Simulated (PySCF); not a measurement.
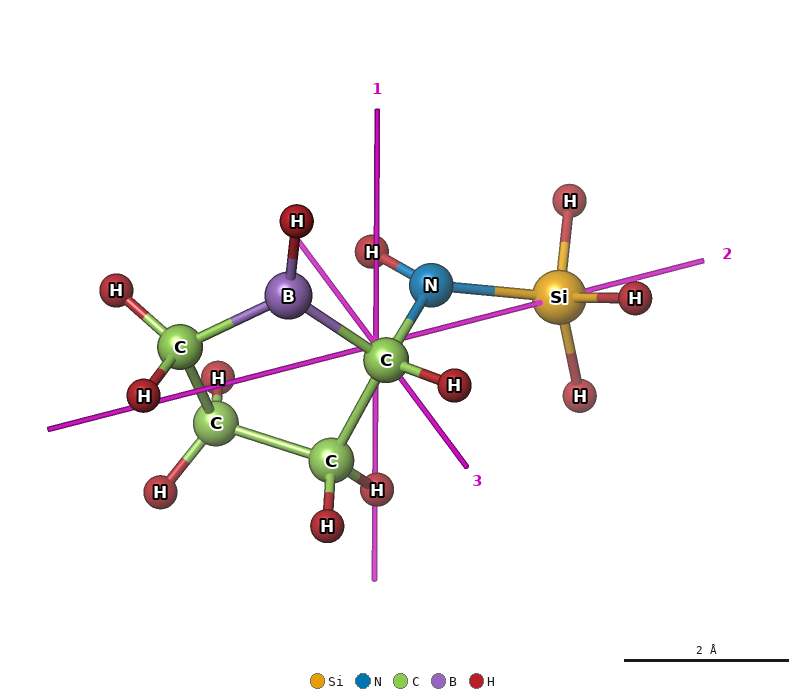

The three principal axes of inertia are drawn and numbered. Atoms fade into the background with distance from the viewer. The computed structure is the end point of a GFN2-xTB optimisation. No frequency run is at hand to confirm it as a minimum. Masses are those of the most abundant isotopes; constants are for the rigid equilibrium geometry.

Which line is the a axis (least moment of inertia), which b and which c?

Answer. a is line 2, b is line 1, c is line 3; the moments are 102, 422, 462 u Å².

Classify the rotor and give the rotational constants (cm⁻¹).

Answer. An asymmetric top (C1): A = 0.166, B = 0.0399, C = 0.0365 cm⁻¹. Ray's parameter κ is −0.95, close to the prolate limit.
